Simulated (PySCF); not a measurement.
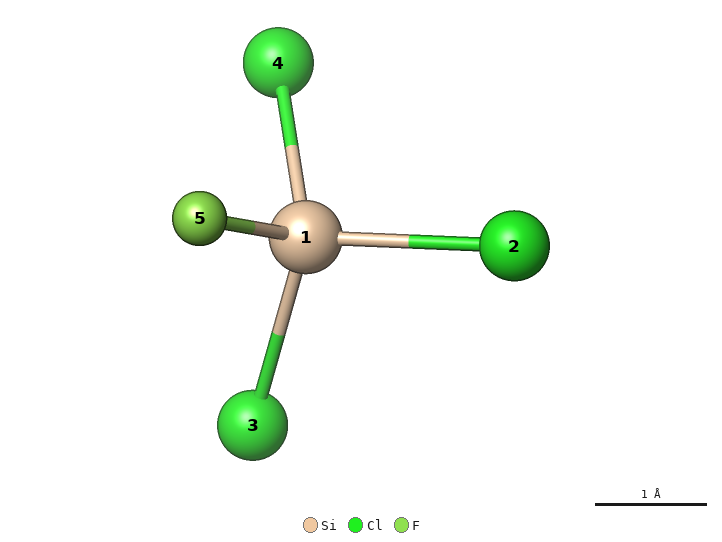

Computed geometry: PBE0-D4/def2-TZVP optimisation. No frequency run is at hand to confirm it as a minimum.

Give the bond lengths.

| bond | length (Å) |
| --- | --- |
| Si1–Cl2 | 2.014 |
| Si1–Cl3 | 2.014 |
| Si1–Cl4 | 2.014 |
| Si1–F5 | 1.575 |
